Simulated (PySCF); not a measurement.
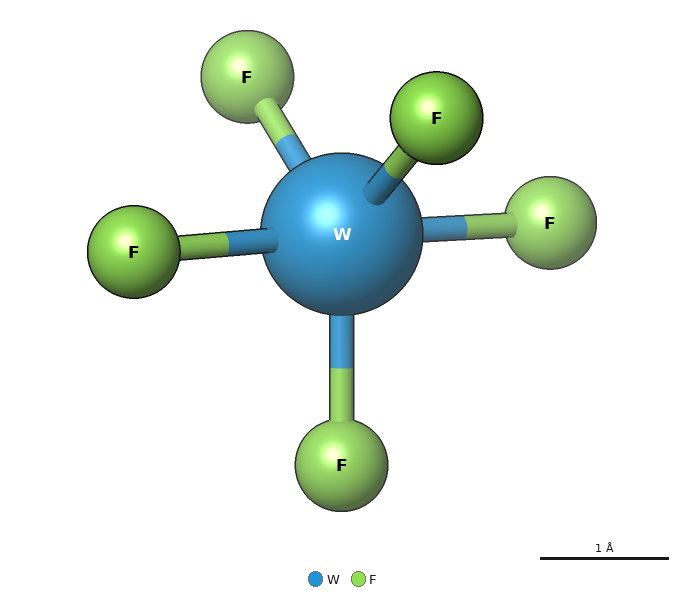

Atoms fade into the background with distance from the viewer. Charge 0, doublet. Computed geometry: PBE0-D3(BJ)/def2-SVP optimisation. No frequency run is at hand to confirm it as a minimum. Other spin states may lie lower. Masses are those of the most abundant isotopes; constants are for the rigid equilibrium geometry.

### Classify the rotor and give the rotational constants (cm⁻¹).

An asymmetric top (C2v): A = 0.0882, B = 0.0770, C = 0.0695 cm⁻¹. Ray's parameter κ is −0.20, nearer the prolate limit.
